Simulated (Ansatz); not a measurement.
# SiAsH (singlet): one geometry, many settings at a displaced geometry (v2)

What do other methods and options give for SiAsH (singlet) at this geometry, and how long do they take?

Method: the settings change from run to run; program: Ansatz 0.2.0, Gaussian basis.

10 further runs of the same task are left out: 2 that didn't finish, 8 set aside as unsound or not needed. Runs told in other sessions of the task aren't counted.

## Step 1: The geometry

The geometry is a PBE0/def2-TZVP stationary point (not a proven minimum) with its atoms shifted at random (size 0.100 Å). No spin-orbit coupling is included. The filled d shell of As may be among the frozen orbitals whatever the setting's name suggests.

3 atoms, charge 0, spin multiplicity 1.

Atoms are counted from 1 here; the program's logs count them from 0.

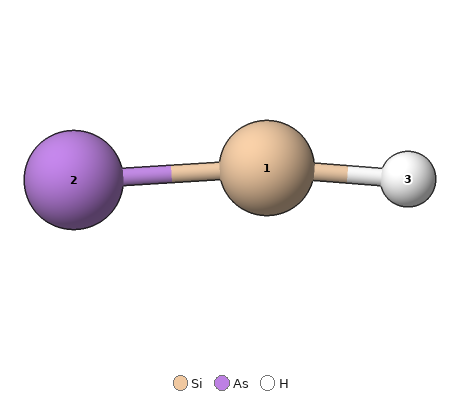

The geometry (silicon light orange, arsenic purple, hydrogen white); atoms are numbered from 1 in the order of the file.

## Step 2: MP2 on RHF/6-31G*

The input, in.yaml:

```yaml
crystal:
  periodic: [false, false, false]
  atoms:
    - {symbol: Si, position_ang: [0.084376, 0.005225, 0.180664]}
    - {symbol: As, position_ang: [-0.080498, 0.013599, -1.849642]}
    - {symbol: H, position_ang: [-0.003878, -0.018825, 1.668978]}
basis:
  gaussian: {orbitals: "6-31G*"}
magnetization: {spin_polarized: false}
correlation: {method: mp2, electrons: outside_noble_gas}
output: {forces: true}
```

The run is started by

```console
> ansatz run in.yaml --threads 1 --pin off --events-out ev --progress --plain --max-ram 2393MiB
```

The log of the run:

```text
Functional definition: HF
  name "HF"
  cite "Fock, Z. Phys. 61, 126 (1930) doi:10.1007/BF01340294"
  parent pbe
  exchange = exact_x
  correlation = 0
528 factors; integrals over basis functions are off by at most 8.1e-4 eV
mean field evaluation 1: about -68662.3466 eV, gradient 1.4e1 eV
mean field evaluation 2: about -68662.3836 eV, gradient 1.4e1 eV
mean field evaluation 4: about -68663.3943 eV, gradient 2.0e0 eV
mean field evaluation 8: about -68663.4216 eV, gradient 2.5e-1 eV
mean field -68663.42246246 eV, -2523.3342337561 hartree, gradient 5.6e-6 eV, S^2 0.000000; 0 other end points of the search recorded, 0 dependent functions left out; unrestricted orbitals would lower it
mean field evaluation 16: about -68663.3659 eV, gradient 5.6e0 eV
19 core orbitals not correlated: weight in the atoms' cores, before any rotation towards them, 1.000 or more for the frozen orbitals, at most 0.000 for the correlated occupied ones
reference -68663.42246246 eV, -2523.3342337561 hartree; 5, 5 occupied and 32, 32 virtual orbitals, 528 factors
second order -5.17098309 eV of doubles, -0.00000000 eV of singles
the calculation of the forces begins
Total energy: -68668.59344555 eV, -2523.5242638797 hartree
Atom 0 at     0.084376     0.005225     0.180664 Å, force     0.005875    -0.017492     1.624086 eV/Å
Atom 1 at    -0.080498     0.013599    -1.849642 Å, force    -0.076037     0.010185    -1.507035 eV/Å
Atom 2 at    -0.003878    -0.018825     1.668978 Å, force     0.070162     0.007307    -0.117051 eV/Å
Dipole moment:     0.006756    -0.003668     0.383225 e Å
```

It took 1.4 s on 1 thread of Arm Neoverse V1, shared host.

## Step 3: HF/def2-mTZVP

The input, in.yaml:

```yaml
crystal:
  periodic: [false, false, false]
  atoms:
    - {symbol: Si, position_ang: [0.084376, 0.005225, 0.180664]}
    - {symbol: As, position_ang: [-0.080498, 0.013599, -1.849642]}
    - {symbol: H, position_ang: [-0.003878, -0.018825, 1.668978]}
basis:
  gaussian: {orbitals: def2-mTZVP}
magnetization: {spin_polarized: true, initial_magnetization: 0}
hamiltonian: {xc: hf}
scf: {lower_state_search: light}
output: {forces: true, orbitals: {seedname: orbitals}}
```

The command is unchanged.

The log of the run (excerpt; [...] marks lines left out):

```text
Functional definition: HF
  name "HF"
  cite "Fock, Z. Phys. 61, 126 (1930) doi:10.1007/BF01340294"
  parent pbe
[...]
591 factors; integrals over basis functions are off by at most 8.5e-4 eV
[...]
mean field -68671.99298143 eV, -2523.6491945191 hartree, gradient 2.6e-5 eV, S^2 0.812483; 3 other end points of the search recorded, 0 dependent functions left out
[...]
reference -68671.99298143 eV, -2523.6491945191 hartree; 24, 24 occupied and 37, 37 virtual orbitals, 591 factors
Total energy: -68671.99298143 eV, -2523.6491945191 hartree
Atom 0 at     0.084376     0.005225     0.180664 Å, force     0.343518     0.002108     2.465243 eV/Å
Atom 1 at    -0.080498     0.013599    -1.849642 Å, force    -0.248987    -0.000031    -1.921930 eV/Å
Atom 2 at    -0.003878    -0.018825     1.668978 Å, force    -0.094531    -0.002077    -0.543314 eV/Å
Dipole moment:    -0.023437    -0.005787     0.341074 e Å
```

It took 2.4 s on 1 thread of Arm Neoverse V1, shared host.

From the report: ⟨S²⟩ of the determinant 0.812 (pure singlet: 0.00). The determinant of HF (⟨S²⟩ 0.81) is far from a pure spin state, so its energy mixes those of several spin states; that is harmless only where they are near-degenerate.

## Step 4: CCSD on RHF/def2-mTZVP

The input, in.yaml:

```yaml
crystal:
  periodic: [false, false, false]
  atoms:
    - {symbol: Si, position_ang: [0.084376, 0.005225, 0.180664]}
    - {symbol: As, position_ang: [-0.080498, 0.013599, -1.849642]}
    - {symbol: H, position_ang: [-0.003878, -0.018825, 1.668978]}
basis:
  gaussian: {orbitals: def2-mTZVP}
magnetization: {spin_polarized: false}
correlation: {method: ccsd, electrons: valence}
accuracy: high
scf: {lower_state_search: off}
output: {forces: true}
```

The command is unchanged.

The log of the run (excerpt; [...] marks lines left out):

```text
Functional definition: HF
  name "HF"
  cite "Fock, Z. Phys. 61, 126 (1930) doi:10.1007/BF01340294"
  parent pbe
[...]
925 factors; integrals over basis functions are off by at most 4.6e-9 eV
[...]
mean field -68671.73028043 eV, -2523.6395404352 hartree, gradient 8.0e-8 eV, S^2 0.000000; 0 other end points of the search recorded, 0 dependent functions left out; unrestricted orbitals would lower it
14 core orbitals not correlated: weight in the atoms' cores, before any rotation towards them, 1.000 or more for the frozen orbitals, at most 0.000 for the correlated occupied ones
reference -68671.73028043 eV, -2523.6395404352 hartree; 10, 10 occupied and 37, 37 virtual orbitals, 925 factors
second order -8.31837652 eV of doubles, -0.00000000 eV of singles
cycle   1  -8.15743833 eV  change    1.6e-1 eV  update   1.0e-1
[...]
cycle  23  -8.61356837 eV  change    2.3e-9 eV  update   1.8e-9
[...]
Total energy: -68680.34384880 eV, -2523.9560832342 hartree
Atom 0 at     0.084376     0.005225     0.180664 Å, force     0.001880    -0.008944     0.821738 eV/Å
Atom 1 at    -0.080498     0.013599    -1.849642 Å, force    -0.037178     0.004841    -0.724297 eV/Å
Atom 2 at    -0.003878    -0.018825     1.668978 Å, force     0.035298     0.004103    -0.097441 eV/Å
Dipole moment:     0.000959    -0.004120     0.379294 e Å
Checks for a lower state left out: starts, cluster_reference, orbital_swaps, neighbouring_geometries, increment
```

Wall time 8 s (1 thread of Arm Neoverse V1, shared host).

From the report: correlation -8.6136 eV; T1 0.016; largest double amplitude 0.13.

## Step 5: CASSCF(10,6)/6-31G*

The input, in.yaml:

```yaml
crystal:
  periodic: [false, false, false]
  atoms:
    - {symbol: Si, position_ang: [0.084376, 0.005225, 0.180664]}
    - {symbol: As, position_ang: [-0.080498, 0.013599, -1.849642]}
    - {symbol: H, position_ang: [-0.003878, -0.018825, 1.668978]}
basis:
  gaussian: {orbitals: "6-31G*"}
correlation: {active_space: {window: {electrons: 10, orbitals: 6}}}
accuracy: high
```

Launched as before.

The log of the run:

```text
Functional definition: HF
  name "HF"
  cite "Fock, Z. Phys. 61, 126 (1930) doi:10.1007/BF01340294"
  parent pbe
  exchange = exact_x
  correlation = 0
912 factors; integrals over basis functions are off by at most 3.9e-9 eV
mean field evaluation 1: about -68662.3609 eV, gradient 1.4e1 eV
mean field evaluation 2: about -68662.3897 eV, gradient 1.4e1 eV
mean field evaluation 4: about -68663.3951 eV, gradient 2.0e0 eV
mean field evaluation 8: about -68663.4225 eV, gradient 1.1e-3 eV
mean field -68663.42250781 eV, -2523.3342354227 hartree, gradient 7.2e-8 eV, S^2 0.000000; 0 other end points of the search recorded, 0 dependent functions left out
reference -68663.42250781 eV, -2523.3342354227 hartree; 24, 24 occupied and 32, 32 virtual orbitals, 912 factors
state -68664.03677347 eV, -2523.3568092692 hartree
Total energy: -68664.03677347 eV, -2523.3568092692 hartree
```

Wall time 9 s (1 thread of Arm Neoverse V1, shared host).

From the report: 36 determinants; active occupations 2.00, 2.00, 2.00, 2.00, 1.90, 0.10.

## Step 6: HF/STO-3G

in.yaml: that of step 5 with these lines changed.

```diff
@@ -7,4 +7,5 @@
 basis:
-  gaussian: {orbitals: "6-31G*"}
-correlation: {active_space: {window: {electrons: 10, orbitals: 6}}}
-accuracy: high
+  gaussian: {orbitals: STO-3G}
+magnetization: {spin_polarized: true, initial_magnetization: 0}
+hamiltonian: {xc: hf}
+output: {orbitals: {seedname: orbitals}}
```

Launched as before.

The log of the run:

```text
Functional definition: HF
  name "HF"
  cite "Fock, Z. Phys. 61, 126 (1930) doi:10.1007/BF01340294"
  parent pbe
  exchange = exact_x
  correlation = 0
278 factors; integrals over basis functions are off by at most 2.1e-5 eV
mean field evaluation 1: about -67897.1989 eV, gradient 2.1e1 eV
mean field evaluation 2: about -67897.2006 eV, gradient 2.1e1 eV
mean field evaluation 4: about -67901.7818 eV, gradient 1.0e0 eV
mean field evaluation 8: about -67901.7992 eV, gradient 1.3e-5 eV
mean field evaluation 16: about -67902.5939 eV, gradient 4.9e-5 eV
mean field evaluation 32: about -67899.2052 eV, gradient 7.5e-1 eV
mean field evaluation 64: about -67893.0119 eV, gradient 1.7e1 eV
mean field -67902.59114301 eV, -2495.3741984761 hartree, gradient 2.7e-5 eV, S^2 1.122860; 6 other end points of the search recorded, 0 dependent functions left out
reference -67902.59114301 eV, -2495.3741984761 hartree; 24, 24 occupied and 4, 4 virtual orbitals, 278 factors
Total energy: -67902.59114301 eV, -2495.3741984761 hartree
```

It took 0.51 s on 1 thread of Arm Neoverse V1, shared host.

From the report: ⟨S²⟩ of the determinant 1.123 (pure singlet: 0.00). The determinant of HF (⟨S²⟩ 1.12) is far from a pure spin state, so its energy mixes those of several spin states; that is harmless only where they are near-degenerate.

## Step 7: MP2 on RHF/def2-SVPD

The input, in.yaml:

```yaml
crystal:
  periodic: [false, false, false]
  atoms:
    - {symbol: Si, position_ang: [0.084376, 0.005225, 0.180664]}
    - {symbol: As, position_ang: [-0.080498, 0.013599, -1.849642]}
    - {symbol: H, position_ang: [-0.003878, -0.018825, 1.668978]}
basis:
  gaussian: {orbitals: def2-SVPD}
magnetization: {spin_polarized: false}
correlation: {method: mp2, electrons: outside_noble_gas}
scf: {lower_state_search: off}
```

Same command.

The log of the run (excerpt; [...] marks lines left out):

```text
Functional definition: HF
  name "HF"
  cite "Fock, Z. Phys. 61, 126 (1930) doi:10.1007/BF01340294"
  parent pbe
[...]
671 factors; integrals over basis functions are off by at most 1.1e-3 eV
[...]
mean field -68661.86019944 eV, -2523.2768216491 hartree, gradient 9.7e-7 eV, S^2 0.000000; 0 other end points of the search recorded, 0 dependent functions left out
19 core orbitals not correlated: weight in the atoms' cores, before any rotation towards them, 1.000 or more for the frozen orbitals, at most 0.000 for the correlated occupied ones
reference -68661.86019944 eV, -2523.2768216491 hartree; 5, 5 occupied and 46, 46 virtual orbitals, 671 factors
second order -5.68352577 eV of doubles, -0.00000000 eV of singles
Total energy: -68667.54372521 eV, -2523.4856873688 hartree
Checks for a lower state left out: stability, starts, cluster_reference, orbital_swaps, neighbouring_geometries, increment
```

Run time: 0.66 s. Hardware: 1 thread of Arm Neoverse V1, shared host.

## Step 8: CCSD/6-31G

in.yaml: that of step 7 with these lines changed.

```diff
@@ -7,5 +7,6 @@
 basis:
-  gaussian: {orbitals: def2-SVPD}
+  gaussian: {orbitals: 6-31G}
 magnetization: {spin_polarized: false}
-correlation: {method: mp2, electrons: outside_noble_gas}
-scf: {lower_state_search: off}
+hamiltonian: {xc: {name: PBE0}}
+correlation: {method: ccsd, electrons: outside_noble_gas, diis_vectors: 12}
+output: {forces: true}
```

Launched as before.

The log of the run (excerpt; [...] marks lines left out):

```text
Functional definition: PBE0
  name "PBE0"
  cite "Adamo & Barone, J. Chem. Phys. 110, 6158 (1999) doi:10.1063/1.478522"
  cite "Perdew, Burke & Ernzerhof, Phys. Rev. Lett. 77, 3865 (1996) doi:10.1103/PhysRevLett.77.3865"
  parent pbe
[...]
422 factors; integrals over basis functions are off by at most 2.0e-4 eV
[...]
mean field -68712.04804187 eV, -2525.1211908398 hartree, gradient 2.7e-6 eV, S^2 0.000000; 0 other end points of the search recorded, 0 dependent functions left out
19 core orbitals not correlated: weight in the atoms' cores, before any rotation towards them, 0.999 or more for the frozen orbitals, at most 0.000 for the correlated occupied ones
reference -68660.82849806 eV, -2523.2389073225 hartree; 5, 5 occupied and 20, 20 virtual orbitals, 422 factors
second order -3.70750834 eV of doubles, -0.16054272 eV of singles
cycle   1  -3.70162424 eV  change    1.5e-1 eV  update   1.0e-1
[...]
cycle  11  -4.01982433 eV  change   -1.6e-6 eV  update   1.7e-6
WARN: the results are in doubt because among natural orbitals full CI differs from the method by -0.085 eV
[...]
Total energy: -68664.84832239 eV, -2523.3866331420 hartree
Atom 0 at     0.084376     0.005225     0.180664 Å, force     0.186015    -0.012333     2.551065 eV/Å
Atom 1 at    -0.080498     0.013599    -1.849642 Å, force    -0.203798     0.013650    -2.807329 eV/Å
Atom 2 at    -0.003878    -0.018825     1.668978 Å, force     0.017783    -0.001316     0.256264 eV/Å
Dipole moment:    -0.010253    -0.004432     0.320766 e Å
In doubt: among natural orbitals full CI differs from the method by -0.085 eV
```

Run time: 2.6 s. Hardware: 1 thread of Arm Neoverse V1, shared host.

From the report: correlation -4.0198 eV; T1 0.013; largest double amplitude 0.15. The orbitals are Kohn-Sham ones, so correlation energy and T1 don't compare with those on Hartree-Fock orbitals. Mind the lines of doubt at the end of the log.

## Step 9: BCCD(T)/def2-SVPD

The input, in.yaml:

```yaml
crystal:
  periodic: [false, false, false]
  atoms:
    - {symbol: Si, position_ang: [0.084376, 0.005225, 0.180664]}
    - {symbol: As, position_ang: [-0.080498, 0.013599, -1.849642]}
    - {symbol: H, position_ang: [-0.003878, -0.018825, 1.668978]}
basis:
  gaussian: {orbitals: def2-SVPD, point_charges: [{charge: -0.50, position_ang: [5.066, -0.179, 0.415]}]}
magnetization: {spin_polarized: true, initial_magnetization: 0}
hamiltonian: {xc: {name: B3LYP}}
correlation: {method: bccd_t, electrons: outside_noble_gas}
output: {forces: true}
```

Same command.

The log of the run (excerpt; [...] marks lines left out):

```text
Functional definition: B3LYP
  name "B3LYP"
  cite "Stephens, Devlin, Chabalowski & Frisch, J. Phys. Chem. 98, 11623 (1994) doi:10.1021/j100096a001"
  cite "Becke, Phys. Rev. A 38, 3098 (1988) doi:10.1103/PhysRevA.38.3098"
  cite "Lee, Yang & Parr, Phys. Rev. B 37, 785 (1988) doi:10.1103/PhysRevB.37.785"
  cite "Vosko, Wilk & Nusair, Can. J. Phys. 58, 1200 (1980) doi:10.1139/p80-159"
[...]
671 factors; integrals over basis functions are off by at most 1.1e-3 eV
[...]
mean field -68725.23729287 eV, -2525.6058868740 hartree, gradient 2.0e-6 eV, S^2 0.000000; 2 other end points of the search recorded, 0 dependent functions left out
19 core orbitals not correlated: weight in the atoms' cores, before any rotation towards them, 1.000 or more for the frozen orbitals, at most 0.000 for the correlated occupied ones
reference -68661.36188350 eV, -2523.2585088758 hartree; 5, 5 occupied and 46, 46 virtual orbitals, 671 factors
second order -6.10442494 eV of doubles, -0.24939131 eV of singles
cycle   1  -6.15606242 eV  change    1.9e-1 eV  update   1.2e-1
[...]
cycle  15  -6.53809814 eV  change    4.1e-7 eV  update   2.3e-7
perturbative correction -0.42919541 eV, -0.0157726406 hartree
[...]
Total energy: -68668.32917705 eV, -2523.5145521915 hartree
Atom 0 at     0.084376     0.005225     0.180664 Å, force     0.072410    -0.016075     1.499408 eV/Å
Atom 1 at    -0.080498     0.013599    -1.849642 Å, force    -0.125902     0.010456    -1.416036 eV/Å
Atom 2 at    -0.003878    -0.018825     1.668978 Å, force     0.074173     0.004990    -0.107109 eV/Å
Dipole moment:     0.136583    -0.008429     0.397135 e Å
```

Wall time 18 s (1 thread of Arm Neoverse V1, shared host).

From the report: ⟨S²⟩ of the determinant 0.000 (pure singlet: 0.00); correlation -6.9673 eV; largest double amplitude 0.10.

## Step 10: CCSD(T) on RHF/cc-pVTZ

The input, in.yaml:

```yaml
crystal:
  periodic: [false, false, false]
  atoms:
    - {symbol: Si, position_ang: [0.084376, 0.005225, 0.180664]}
    - {symbol: As, position_ang: [-0.080498, 0.013599, -1.849642]}
    - {symbol: H, position_ang: [-0.003878, -0.018825, 1.668978]}
basis:
  gaussian: {orbitals: cc-pVTZ}
magnetization: {spin_polarized: false}
correlation: {method: ccsd_t, electrons: outside_noble_gas}
accuracy: high
output: {forces: true}
```

The command is unchanged.

The log of the run (excerpt; [...] marks lines left out):

```text
Functional definition: HF
  name "HF"
  cite "Fock, Z. Phys. 61, 126 (1930) doi:10.1007/BF01340294"
  parent pbe
[...]
1262 factors; integrals over basis functions are off by at most 4.5e-9 eV
[...]
mean field -68673.37617830 eV, -2523.7000260664 hartree, gradient 5.4e-8 eV, S^2 0.000000; 0 other end points of the search recorded, 0 dependent functions left out; unrestricted orbitals would lower it
[...]
19 core orbitals not correlated: weight in the atoms' cores, before any rotation towards them, 1.000 or more for the frozen orbitals, at most 0.000 for the correlated occupied ones
reference -68673.37617830 eV, -2523.7000260664 hartree; 5, 5 occupied and 67, 67 virtual orbitals, 1262 factors
second order -6.65394015 eV of doubles, -0.00000000 eV of singles
cycle   1  -6.81120240 eV  change   -1.6e-1 eV  update   1.1e-1
[...]
cycle  27  -7.17222162 eV  change   4.3e-10 eV  update  9.9e-10
perturbative correction -0.50362329 eV, -0.0185078147 hartree
[...]
Total energy: -68681.05202322 eV, -2523.9821081643 hartree
Atom 0 at     0.084376     0.005225     0.180664 Å, force    -0.002938    -0.015636     1.388489 eV/Å
Atom 1 at    -0.080498     0.013599    -1.849642 Å, force    -0.060672     0.008587    -1.243987 eV/Å
Atom 2 at    -0.003878    -0.018825     1.668978 Å, force     0.063610     0.007050    -0.144502 eV/Å
Dipole moment:     0.004148    -0.003519     0.349646 e Å
```

It took 24 s on 1 thread of Arm Neoverse V1, shared host; peak memory 0.44 GiB.

From the report: correlation -7.6758 eV; T1 0.023; largest double amplitude 0.11.

## Step 11: All runs side by side

 † marks a result that the program doubts.

```csv
level,correlated,functions,energy (eV),time
MP2 on RHF/6-31G*,outside noble gas,56,-68668.5934,1.4 s
HF/def2-mTZVP,,61,-68671.9930,2.4 s
CCSD on RHF/def2-mTZVP,valence,61,-68680.3438,8 s
"CASSCF(10,6)/6-31G*",,56,-68664.0368,9 s
HF/STO-3G,,28,-67902.5911,0.51 s
MP2 on RHF/def2-SVPD,outside noble gas,70,-68667.5437,0.66 s
CCSD/6-31G (on PBE0 orbitals) †,outside noble gas,44,-68664.8483,2.6 s
"BCCD(T)/def2-SVPD (beside a point charge, on B3LYP orbitals)",outside noble gas,70,-68668.3292,18 s
CCSD(T) on RHF/cc-pVTZ,outside noble gas,91,-68681.0520,24 s
```

## Step 12: Outcome

| quantity | value |
| --- | --- |
| runs | 9 |
| quickest | HF/STO-3G, 0.51 s |
| slowest | CCSD(T) on RHF/cc-pVTZ, 24 s |

What this shows: Total energies in different bases, with other cores or another treatment of relativity can't be set against each other. «valence» and «outside noble gas» are the program's key words; the logs give how many orbitals each freezes, and for Ga to Kr the 3d shell needn't follow the word's plain sense. CCSD(T) on RHF/cc-pVTZ took 46 times as long as HF/STO-3G; the jobs differ in more than the method.
